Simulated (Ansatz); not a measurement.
# Geometry relaxation, with input and output: SiN₂H₅OF (charge +1) (part 1 of 2)

SiN₂H₅OF, charge +1, multiplicity 2, computed with HF/STO-3G, UHF (Ansatz 0.2.0).

The starting geometry was optimised with HF/STO-3G. Figures and captions count atoms from 1; the log counts them from 0 in places.

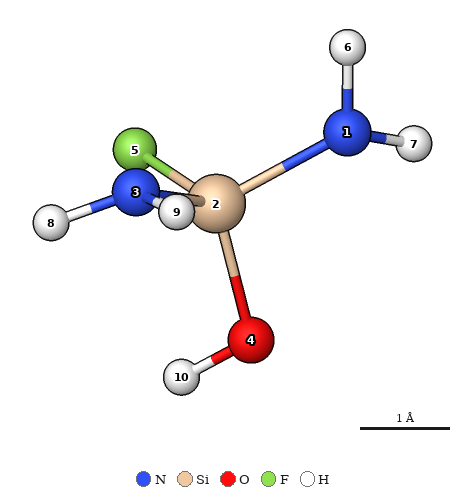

*The structure as given in the input (ball-and-stick view, seen at a tilt; atoms are numbered from 1 in the order of the input).*

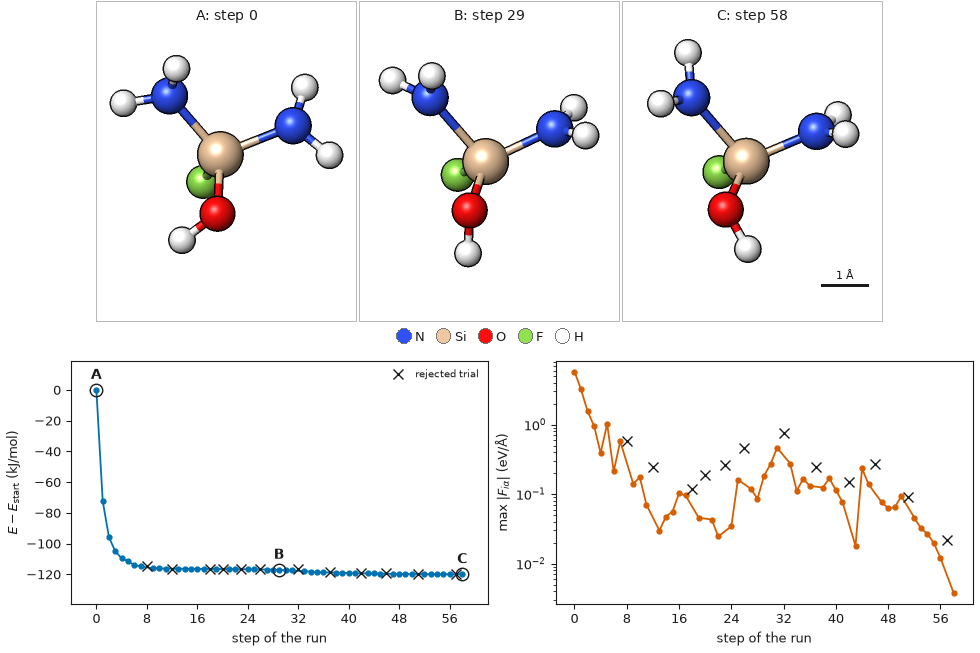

*Frames of the relaxation (ball-and-stick view, seen at a tilt) above the curves, on which the letters mark them (the first geometry is step 0 here and step 1 in the log).*

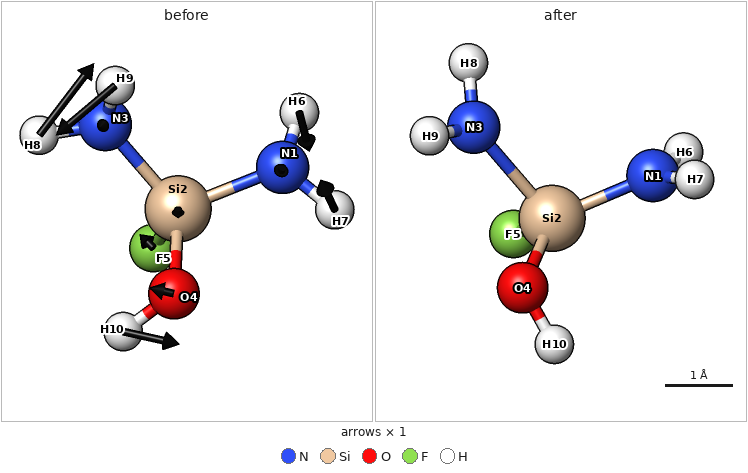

*Before (left) and after (right) the relaxation, at one scale (ball-and-stick view, seen at a tilt). The black arrows give the displacements, at true length.*

After 58 geometry steps the energy has fallen by 119.9 kJ/mol. Largest force component: 5.8 eV/Å at the start, 0.0038 eV/Å at the end. The line search rejected the trial steps at points 8, 12, 18, 20, 23, 26, 32, 37 and more (counted from 0) and went back. The largest move after the best rigid fit is that of H8, 1.38 Å. Largest moves by element: H 1.38 Å, O 0.39 Å, F 0.33 Å, N 0.26 Å, Si 0.18 Å. Among the contacts that change: Si2–N3 1.706 → 1.909 Å, N1–Si2 1.699 → 1.653 Å, N3–H8 1.016 → 1.048 Å, Si2–O4 1.659 → 1.631 Å. Among the angles that change: N3–Si2–O4 116.1° → 94.0°, N1–Si2–O4 105.8° → 119.7°, O4–Si2–F5 106.1° → 117.6°. (Atoms are counted from 1 in the order of the input.)

The input that produced these results follows, with the program's output.

Input file:
```yaml
crystal:
  periodic: [false, false, false]
  atoms:
    - {symbol: N, position_ang: [-0.398699, 1.524175, 0.051892]}
    - {symbol: Si, position_ang: [0.044070, -0.074772, -0.312698]}
    - {symbol: N, position_ang: [-0.514175, -1.079467, 0.947484]}
    - {symbol: O, position_ang: [1.685281, -0.045667, -0.551014]}
    - {symbol: F, position_ang: [-0.591471, -0.651446, -1.663146]}
    - {symbol: H, position_ang: [-1.364873, 1.735854, 0.279860]}
    - {symbol: H, position_ang: [0.007602, 2.287529, -0.479604]}
    - {symbol: H, position_ang: [-0.421243, -2.088084, 0.863109]}
    - {symbol: H, position_ang: [-0.319509, -0.804508, 1.906026]}
    - {symbol: H, position_ang: [1.956017, -0.854815, -1.039009]}
basis:
  gaussian:
    orbitals: STO-3G
hamiltonian:
  xc: hf
relax: {}
magnetization:
  spin_polarized: true
  initial_magnetization: 1
total_charge: 1
```

Run as:
```bash
ansatz run in.yaml --threads 1 --pin off --max-ram 3480MiB --events-out events.jsonl --progress --plain --runs-dir runs
```

What the program printed:
```
The last accepted step is kept in runs//last_step.txt (removed where the run ends without a failure and the disk answers)
Functional definition: HF
  name "HF"
  exchange = exact_x
  correlation = 0
491 factors; integrals over basis functions are off by at most 9.6e-6 eV
mean field evaluation 1: about -15443.5325 eV, gradient 2.2e1 eV
mean field evaluation 2: about -15443.6119 eV, gradient 2.2e1 eV
mean field evaluation 4: about -15447.5974 eV, gradient 2.5e0 eV
mean field evaluation 8: about -15447.5815 eV, gradient 5.2e-1 eV
mean field evaluation 16: about -15448.4675 eV, gradient 1.3e-5 eV
mean field evaluation 32: about -15447.8087 eV, gradient 2.3e-1 eV
mean field evaluation 64: about -15447.4907 eV, gradient 2.6e0 eV
mean field -15448.46745684 eV, -567.7207076914 hartree, gradient 3.6e-5 eV, S^2 0.761645; 4 other end points of the search recorded, 0 dependent functions left out
the calculation of the forces begins
reference -15448.46745684 eV, -567.7207076914 hartree; 25, 24 occupied and 9, 10 virtual orbitals, 491 factors
relax step   1: F+E_penalty+E_count = -15448.46745684 eV  Δ(F+E_penalty+E_count) = +0.000e0 eV  max|allowed force component| = 5.808e0 eV/Å  Δτ_max = 0.0000 Å  (184 SCF iters, accepted)
these checks for a lower state are left out or cut short: starts, cluster_reference, orbital_swaps, neighbouring_geometries, increment
491 factors; integrals over basis functions are off by at most 9.3e-6 eV
mean field evaluation 96: about -15447.4849 eV, gradient 4.8e0 eV
mean field -15449.21527244 eV, -567.7481894079 hartree, gradient 1.9e-5 eV, S^2 0.762360; 1 other end points of the search recorded, 0 dependent functions left out
[... from here on the field's lines of each further geometry are left out, up to the last ...]
relax step   2: F+E_penalty+E_count = -15449.21527244 eV  Δ(F+E_penalty+E_count) = -7.478e-1 eV  max|allowed force component| = 3.212e0 eV/Å  Δτ_max = 0.1108 Å  (66 SCF iters, accepted)
relax step   3: F+E_penalty+E_count = -15449.46162537 eV  Δ(F+E_penalty+E_count) = -2.464e-1 eV  max|allowed force component| = 1.566e0 eV/Å  Δτ_max = 0.1345 Å  (65 SCF iters, accepted)
relax step   4: F+E_penalty+E_count = -15449.55461557 eV  Δ(F+E_penalty+E_count) = -9.299e-2 eV  max|allowed force component| = 9.534e-1 eV/Å  Δτ_max = 0.0718 Å  (69 SCF iters, accepted)
relax step   5: F+E_penalty+E_count = -15449.60253460 eV  Δ(F+E_penalty+E_count) = -4.792e-2 eV  max|allowed force component| = 3.911e-1 eV/Å  Δτ_max = 0.0841 Å  (71 SCF iters, accepted)
relax step   6: F+E_penalty+E_count = -15449.62105505 eV  Δ(F+E_penalty+E_count) = -1.852e-2 eV  max|allowed force component| = 1.024e0 eV/Å  Δτ_max = 0.2000 Å  (64 SCF iters, accepted)
relax step   7: F+E_penalty+E_count = -15449.64868060 eV  Δ(F+E_penalty+E_count) = -2.763e-2 eV  max|allowed force component| = 2.121e-1 eV/Å  Δτ_max = 0.0332 Å  (56 SCF iters, accepted)
relax step   8: F+E_penalty+E_count = -15449.65652504 eV  Δ(F+E_penalty+E_count) = -7.844e-3 eV  max|allowed force component| = 5.722e-1 eV/Å  Δτ_max = 0.0954 Å  (68 SCF iters, accepted)
relax step   9: F+E_penalty+E_count = -15449.65591316 eV  Δ(F+E_penalty+E_count) = +6.119e-4 eV  max|allowed force component| = 5.844e-1 eV/Å  Δτ_max = 0.1818 Å  (67 SCF iters, rejected (line search))
relax step  10: F+E_penalty+E_count = -15449.66966896 eV  Δ(F+E_penalty+E_count) = -1.314e-2 eV  max|allowed force component| = 1.403e-1 eV/Å  Δτ_max = 0.0887 Å  (69 SCF iters, accepted)
relax step  11: F+E_penalty+E_count = -15449.66977019 eV  Δ(F+E_penalty+E_count) = -1.012e-4 eV  max|allowed force component| = 1.754e-1 eV/Å  Δτ_max = 0.0291 Å  (66 SCF iters, accepted)
relax step  12: F+E_penalty+E_count = -15449.67198595 eV  Δ(F+E_penalty+E_count) = -2.216e-3 eV  max|allowed force component| = 7.069e-2 eV/Å  Δτ_max = 0.0233 Å  (68 SCF iters, accepted)
relax step  13: F+E_penalty+E_count = -15449.67175994 eV  Δ(F+E_penalty+E_count) = +2.260e-4 eV  max|allowed force component| = 2.449e-1 eV/Å  Δτ_max = 0.0390 Å  (68 SCF iters, rejected (line search))
relax step  14: F+E_penalty+E_count = -15449.67259220 eV  Δ(F+E_penalty+E_count) = -6.062e-4 eV  max|allowed force component| = 2.990e-2 eV/Å  Δτ_max = 0.0191 Å  (61 SCF iters, accepted)
relax step  15: F+E_penalty+E_count = -15449.67280903 eV  Δ(F+E_penalty+E_count) = -2.168e-4 eV  max|allowed force component| = 4.756e-2 eV/Å  Δτ_max = 0.0177 Å  (60 SCF iters, accepted)
relax step  16: F+E_penalty+E_count = -15449.67313612 eV  Δ(F+E_penalty+E_count) = -3.271e-4 eV  max|allowed force component| = 5.613e-2 eV/Å  Δτ_max = 0.0378 Å  (48 SCF iters, accepted)
relax step  17: F+E_penalty+E_count = -15449.67339070 eV  Δ(F+E_penalty+E_count) = -2.546e-4 eV  max|allowed force component| = 1.031e-1 eV/Å  Δτ_max = 0.0402 Å  (28 SCF iters, accepted)
relax step  18: F+E_penalty+E_count = -15449.67388217 eV  Δ(F+E_penalty+E_count) = -4.915e-4 eV  max|allowed force component| = 9.561e-2 eV/Å  Δτ_max = 0.0187 Å  (28 SCF iters, accepted)
relax step  19: F+E_penalty+E_count = -15449.67321339 eV  Δ(F+E_penalty+E_count) = +6.688e-4 eV  max|allowed force component| = 1.192e-1 eV/Å  Δτ_max = 0.0874 Å  (35 SCF iters, rejected (line search))
relax step  20: F+E_penalty+E_count = -15449.67463658 eV  Δ(F+E_penalty+E_count) = -7.544e-4 eV  max|allowed force component| = 4.577e-2 eV/Å  Δτ_max = 0.0421 Å  (28 SCF iters, accepted)
relax step  21: F+E_penalty+E_count = -15449.67424925 eV  Δ(F+E_penalty+E_count) = +3.873e-4 eV  max|allowed force component| = 1.886e-1 eV/Å  Δτ_max = 0.0987 Å  (33 SCF iters, rejected (line search))
relax step  22: F+E_penalty+E_count = -15449.67482839 eV  Δ(F+E_penalty+E_count) = -1.918e-4 eV  max|allowed force component| = 4.308e-2 eV/Å  Δτ_max = 0.0113 Å  (28 SCF iters, accepted)
relax step  23: F+E_penalty+E_count = -15449.67568895 eV  Δ(F+E_penalty+E_count) = -8.606e-4 eV  max|allowed force component| = 2.456e-2 eV/Å  Δτ_max = 0.0500 Å  (28 SCF iters, accepted)
relax step  24: F+E_penalty+E_count = -15449.67568499 eV  Δ(F+E_penalty+E_count) = +3.964e-6 eV  max|allowed force component| = 2.655e-1 eV/Å  Δτ_max = 0.0732 Å  (33 SCF iters, rejected (line search))
relax step  25: F+E_penalty+E_count = -15449.67627825 eV  Δ(F+E_penalty+E_count) = -5.893e-4 eV  max|allowed force component| = 3.435e-2 eV/Å  Δτ_max = 0.0244 Å  (28 SCF iters, accepted)
relax step  26: F+E_penalty+E_count = -15449.67705522 eV  Δ(F+E_penalty+E_count) = -7.770e-4 eV  max|allowed force component| = 1.615e-1 eV/Å  Δτ_max = 0.0375 Å  (27 SCF iters, accepted)
relax step  27: F+E_penalty+E_count = -15449.67688166 eV  Δ(F+E_penalty+E_count) = +1.736e-4 eV  max|allowed force component| = 4.540e-1 eV/Å  Δτ_max = 0.0542 Å  (35 SCF iters, rejected (line search))
relax step  28: F+E_penalty+E_count = -15449.67804708 eV  Δ(F+E_penalty+E_count) = -9.919e-4 eV  max|allowed force component| = 1.192e-1 eV/Å  Δτ_max = 0.0271 Å  (27 SCF iters, accepted)
relax step  29: F+E_penalty+E_count = -15449.67902161 eV  Δ(F+E_penalty+E_count) = -9.745e-4 eV  max|allowed force component| = 8.573e-2 eV/Å  Δτ_max = 0.0270 Å  (28 SCF iters, accepted)
relax step  30: F+E_penalty+E_count = -15449.68017563 eV  Δ(F+E_penalty+E_count) = -1.154e-3 eV  max|allowed force component| = 1.827e-1 eV/Å  Δτ_max = 0.0412 Å  (29 SCF iters, accepted)
relax step  31: F+E_penalty+E_count = -15449.68283685 eV  Δ(F+E_penalty+E_count) = -2.661e-3 eV  max|allowed force component| = 2.712e-1 eV/Å  Δτ_max = 0.0633 Å  (36 SCF iters, accepted)
relax step  32: F+E_penalty+E_count = -15449.68412303 eV  Δ(F+E_penalty+E_count) = -1.286e-3 eV  max|allowed force component| = 4.638e-1 eV/Å  Δτ_max = 0.0582 Å  (36 SCF iters, accepted)
relax step  33: F+E_penalty+E_count = -15449.67615364 eV  Δ(F+E_penalty+E_count) = +7.969e-3 eV  max|allowed force component| = 7.560e-1 eV/Å  Δτ_max = 0.1424 Å  (33 SCF iters, rejected (line search))
relax step  34: F+E_penalty+E_count = -15449.68914078 eV  Δ(F+E_penalty+E_count) = -5.018e-3 eV  max|allowed force component| = 2.759e-1 eV/Å  Δτ_max = 0.0712 Å  (34 SCF iters, accepted)
relax step  35: F+E_penalty+E_count = -15449.69258108 eV  Δ(F+E_penalty+E_count) = -3.440e-3 eV  max|allowed force component| = 1.118e-1 eV/Å  Δτ_max = 0.0712 Å  (33 SCF iters, accepted)
relax step  36: F+E_penalty+E_count = -15449.69539186 eV  Δ(F+E_penalty+E_count) = -2.811e-3 eV  max|allowed force component| = 1.664e-1 eV/Å  Δτ_max = 0.0599 Å  (36 SCF iters, accepted)
relax step  37: F+E_penalty+E_count = -15449.69719924 eV  Δ(F+E_penalty+E_count) = -1.807e-3 eV  max|allowed force component| = 1.312e-1 eV/Å  Δτ_max = 0.0486 Å  (28 SCF iters, accepted)
relax step  38: F+E_penalty+E_count = -15449.69635549 eV  Δ(F+E_penalty+E_count) = +8.437e-4 eV  max|allowed force component| = 2.475e-1 eV/Å  Δτ_max = 0.0940 Å  (35 SCF iters, rejected (line search))
relax step  39: F+E_penalty+E_count = -15449.69908881 eV  Δ(F+E_penalty+E_count) = -1.890e-3 eV  max|allowed force component| = 1.244e-1 eV/Å  Δτ_max = 0.0470 Å  (28 SCF iters, accepted)
relax step  40: F+E_penalty+E_count = -15449.70047088 eV  Δ(F+E_penalty+E_count) = -1.382e-3 eV  max|allowed force component| = 1.688e-1 eV/Å  Δτ_max = 0.0771 Å  (34 SCF iters, accepted)
relax step  41: F+E_penalty+E_count = -15449.70160974 eV  Δ(F+E_penalty+E_count) = -1.139e-3 eV  max|allowed force component| = 1.132e-1 eV/Å  Δτ_max = 0.0300 Å  (27 SCF iters, accepted)
relax step  42: F+E_penalty+E_count = -15449.70305776 eV  Δ(F+E_penalty+E_count) = -1.448e-3 eV  max|allowed force component| = 7.731e-2 eV/Å  Δτ_max = 0.1007 Å  (34 SCF iters, accepted)
relax step  43: F+E_penalty+E_count = -15449.70289967 eV  Δ(F+E_penalty+E_count) = +1.581e-4 eV  max|allowed force component| = 1.517e-1 eV/Å  Δτ_max = 0.0305 Å  (26 SCF iters, rejected (line search))
relax step  44: F+E_penalty+E_count = -15449.70418337 eV  Δ(F+E_penalty+E_count) = -1.126e-3 eV  max|allowed force component| = 1.804e-2 eV/Å  Δτ_max = 0.0148 Å  (29 SCF iters, accepted)
relax step  45: F+E_penalty+E_count = -15449.70451789 eV  Δ(F+E_penalty+E_count) = -3.345e-4 eV  max|allowed force component| = 2.348e-1 eV/Å  Δτ_max = 0.0992 Å  (34 SCF iters, accepted)
relax step  46: F+E_penalty+E_count = -15449.70582276 eV  Δ(F+E_penalty+E_count) = -1.305e-3 eV  max|allowed force component| = 1.379e-1 eV/Å  Δτ_max = 0.0371 Å  (30 SCF iters, accepted)
relax step  47: F+E_penalty+E_count = -15449.70359104 eV  Δ(F+E_penalty+E_count) = +2.232e-3 eV  max|allowed force component| = 2.739e-1 eV/Å  Δτ_max = 0.1428 Å  (33 SCF iters, rejected (line search))
relax step  48: F+E_penalty+E_count = -15449.70754213 eV  Δ(F+E_penalty+E_count) = -1.719e-3 eV  max|allowed force component| = 7.650e-2 eV/Å  Δτ_max = 0.0699 Å  (29 SCF iters, accepted)
relax step  49: F+E_penalty+E_count = -15449.70809690 eV  Δ(F+E_penalty+E_count) = -5.548e-4 eV  max|allowed force component| = 6.286e-2 eV/Å  Δτ_max = 0.0481 Å  (28 SCF iters, accepted)
relax step  50: F+E_penalty+E_count = -15449.70851970 eV  Δ(F+E_penalty+E_count) = -4.228e-4 eV  max|allowed force component| = 6.445e-2 eV/Å  Δτ_max = 0.0388 Å  (27 SCF iters, accepted)
relax step  51: F+E_penalty+E_count = -15449.70914132 eV  Δ(F+E_penalty+E_count) = -6.216e-4 eV  max|allowed force component| = 9.350e-2 eV/Å  Δτ_max = 0.0768 Å  (35 SCF iters, accepted)
relax step  52: F+E_penalty+E_count = -15449.70911522 eV  Δ(F+E_penalty+E_count) = +2.609e-5 eV  max|allowed force component| = 9.165e-2 eV/Å  Δτ_max = 0.0504 Å  (28 SCF iters, rejected (line search))
relax step  53: F+E_penalty+E_count = -15449.70928418 eV  Δ(F+E_penalty+E_count) = -1.429e-4 eV  max|allowed force component| = 4.594e-2 eV/Å  Δτ_max = 0.0252 Å  (28 SCF iters, accepted)
relax step  54: F+E_penalty+E_count = -15449.70964538 eV  Δ(F+E_penalty+E_count) = -3.612e-4 eV  max|allowed force component| = 3.214e-2 eV/Å  Δτ_max = 0.0219 Å  (29 SCF iters, accepted)
relax step  55: F+E_penalty+E_count = -15449.70968909 eV  Δ(F+E_penalty+E_count) = -4.371e-5 eV  max|allowed force component| = 2.684e-2 eV/Å  Δτ_max = 0.0099 Å  (29 SCF iters, accepted)
relax step  56: F+E_penalty+E_count = -15449.70974610 eV  Δ(F+E_penalty+E_count) = -5.701e-5 eV  max|allowed force component| = 1.967e-2 eV/Å  Δτ_max = 0.0187 Å  (28 SCF iters, accepted)
relax step  57: F+E_penalty+E_count = -15449.70977282 eV  Δ(F+E_penalty+E_count) = -2.672e-5 eV  max|allowed force component| = 1.202e-2 eV/Å  Δτ_max = 0.0156 Å  (28 SCF iters, accepted)
relax step  58: F+E_penalty+E_count = -15449.70975836 eV  Δ(F+E_penalty+E_count) = +1.446e-5 eV  max|allowed force component| = 2.177e-2 eV/Å  Δτ_max = 0.0152 Å  (30 SCF iters, rejected (line search))
the calculation of the forces begins
reference -15449.70978207 eV, -567.7663623016 hartree; 25, 24 occupied and 9, 10 virtual orbitals, 493 factors
relax step  59: F+E_penalty+E_count = -15449.70978207 eV  Δ(F+E_penalty+E_count) = -9.248e-6 eV  max|allowed force component| = 3.818e-3 eV/Å  Δτ_max = 0.0074 Å  (28 SCF iters, accepted)
493 factors; integrals over basis functions are off by at most 1.9e-5 eV
mean field evaluation 608: about -15449.7098 eV, gradient 1.5e-4 eV
mean field -15449.70978207 eV, -567.7663623016 hartree, gradient 2.4e-5 eV, S^2 0.761898; 1 other end points of the search recorded, 0 dependent functions left out
the calculation of the forces begins
reference -15449.70978207 eV, -567.7663623016 hartree; 25, 24 occupied and 9, 10 virtual orbitals, 493 factors
Total energy: -15449.70978207 eV, -567.7663623016 hartree
Atom 0 at    -0.533079     1.410862    -0.225680 Å, force     0.000446    -0.000008     0.000382 eV/Å
Atom 1 at     0.071961    -0.104374    -0.491675 Å, force    -0.000273    -0.001407    -0.001540 eV/Å
Atom 2 at    -0.321774    -1.130939     1.068799 Å, force     0.003004     0.003818     0.001521 eV/Å
Atom 3 at     1.679658    -0.360324    -0.392386 Å, force     0.000440    -0.000700     0.000911 eV/Å
Atom 4 at    -0.737877    -0.939124    -1.565486 Å, force    -0.000510     0.000635    -0.000191 eV/Å
Atom 5 at    -1.421305     1.726381    -0.596797 Å, force     0.000592    -0.000659     0.000115 eV/Å
Atom 6 at     0.004448     2.165458     0.183142 Å, force    -0.000828     0.000284    -0.000232 eV/Å
Atom 7 at    -1.262224    -1.254486     1.515226 Å, force    -0.002174    -0.001276     0.000223 eV/Å
Atom 8 at     0.413803    -1.647835     1.609438 Å, force    -0.000392    -0.001191    -0.001114 eV/Å
Atom 9 at     2.189390     0.083179    -1.101682 Å, force    -0.000305     0.000505    -0.000075 eV/Å
Dipole moment:    -0.170351    -0.071298     0.743552 e Å
```
